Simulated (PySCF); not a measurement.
**C$_{4}$H$_{7}$FOSi: density, localisation and related maps**

Input file:

```
{"job": {"kind": "uv", "xc": "PBE0", "basis": "def2-SVPD", "nstates": 8, "ntriplets": 3}, "charge": 0, "multiplicity": 1}
O      0.358073     0.594326    -1.246309
C      0.343634     0.072851    -0.150221
C      1.579561    -0.263057     0.584059
C      2.768400    -0.001137     0.056235
F      3.908268    -0.286573     0.681185
C     -0.945511    -0.261463     0.522812
Si    -2.349427     0.286489    -0.652531
H      1.491212    -0.724877     1.555551
H      2.918495     0.458669    -0.911040
H     -0.984594     0.241730     1.490211
H     -0.969178    -1.330956     0.737857
H     -2.245951    -0.465169    -1.897607
H     -2.266967     1.728953    -0.848736
H     -3.606693    -0.050258     0.026499
```

Run with:

```sh
OMP_NUM_THREADS=1 python probes_run.py task.json out
```

Geometry: GFN2-xTB.

The calculation used PySCF 2.14.0, PBE0/def2-SVPD, SCF density, gas phase.

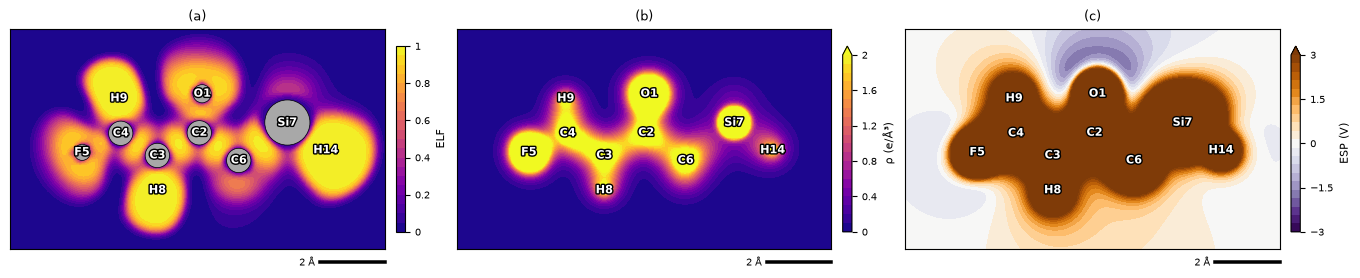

Figure 1. (a) ELF; (b) total electron density; (c) molecular electrostatic potential on the plane of atoms C3, C4 and H9. Grey discs cover the atomic cores in the ELF map.

Question: What does the map show?

Answer:
- Atoms in the plane: O, C, F, Si and H.
- C–O (1.21 Å): ρ at the midpoint is about 3.3 e/Å³; the ELF peaks at about 0.85 between the atoms (a multiple bond).
- C–C (1.33 Å): the density is about 2.3 e/Å³ at the midpoint; the ELF peaks at about 0.95 between the atoms: a multiple bond.
- C–F (1.33 Å): ρ at the midpoint is about 2.4 e/Å³; the ELF peaks at about 0.85 between the atoms; a polar covalent bond.
- C–Si (1.91 Å): the density is about 0.9 e/Å³ at the midpoint; the ELF peaks at about 0.95 between the atoms; a shared electron pair.
- C–H (1.08 Å): ρ at the midpoint is about 2 e/Å³; the ELF climbs to about 1 towards the hydrogen, as it does in any bond to H (an ordinary covalent bond to hydrogen).
- The ELF also peaks beside F5 and O1, away from the bonds: lone-pair regions.
- Outside the dense part of the molecule the potential is most negative (−1.7 V) near O1.

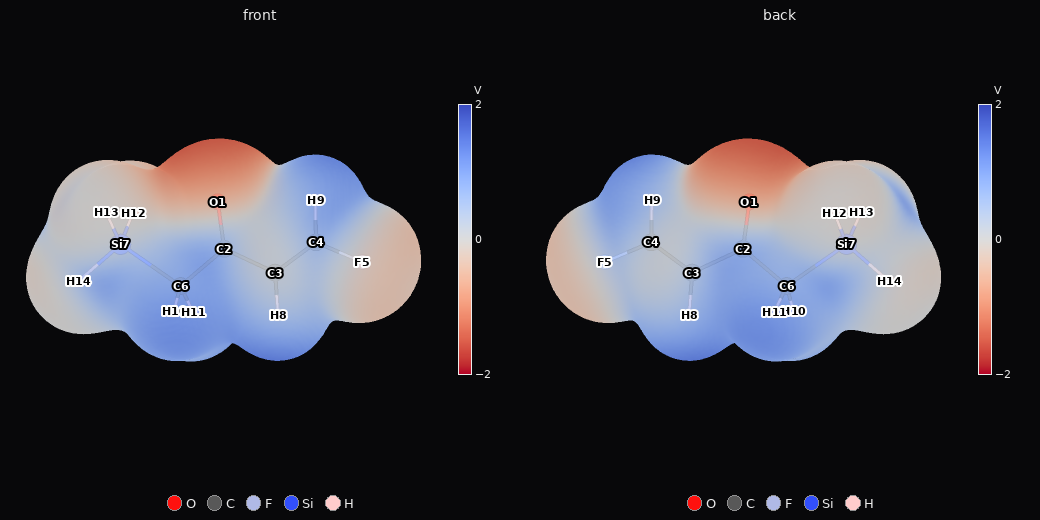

Figure 2. The electrostatic potential painted on the density surface at 0.002 e/bohr³, seen from the front and from behind; red is negative and blue positive.

Question: Where is the surface potential most negative and most positive?

Answer: The most negative region (about −1.5 V) lies over O1, the most positive (about +1.4 V) over H8. O1 is the likeliest acceptor of a hydrogen bond.

Question: What dipole moment does the calculation give?

Answer: Its dipole moment is 2.04 D.
